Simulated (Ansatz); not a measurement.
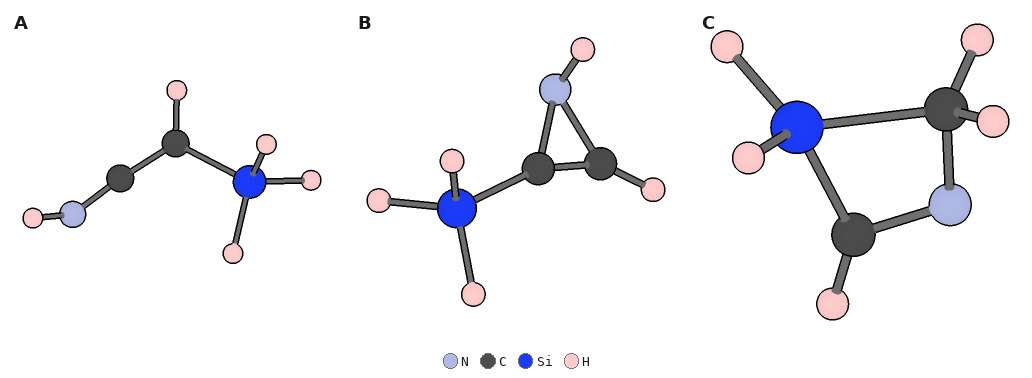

(Drawn from a calculation with Ansatz.)

Question: Match each picture to its SMILES.
(1) C1=NC[SiH2]1
(2) N=C=C[SiH3]
(3) [SiH3]C1=CN1

Answer: A is (2), B is (3), C is (1).
